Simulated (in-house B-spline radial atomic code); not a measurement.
Level of theory: non-relativistic B97-1, spin-polarised, spherical fractional occupations, point nucleus, basis-set limit. Computed with an in-house B-spline radial code. The occupation of the 2p shell is varied from N²⁺ ([He] 2s2 2p1 (high spin)) to N⁺ ([He] 2s2 2p2 (high spin)), with spherical fractional occupations. Wanted, and plotted below: the total energy less the straight line between the end points.

The curve is convex (below the straight line), with the largest deviation among the points computed, −1.90 eV, at 0.5. The end points differ by 30.1 eV, the energy to take the electron out. Convexity is the mark of the delocalisation error, which puts fractional charges too low; for p, d and f shells the spherical spreading of the fraction adds to it. Exact exchange at spherical fractional occupations leaves self-interaction in partly filled shells, which adds to the curvature.

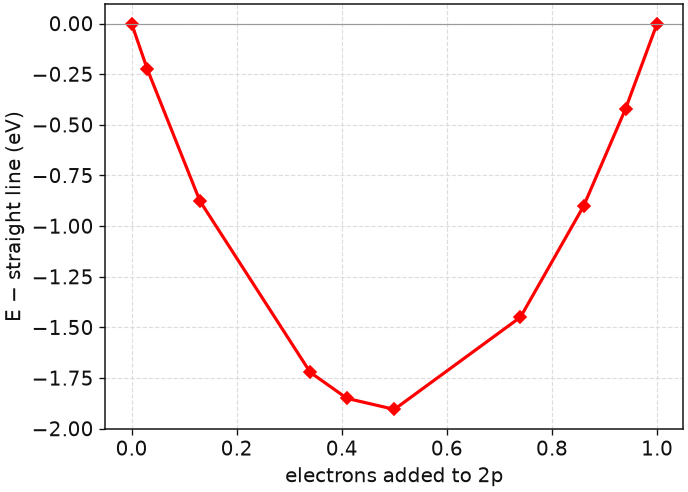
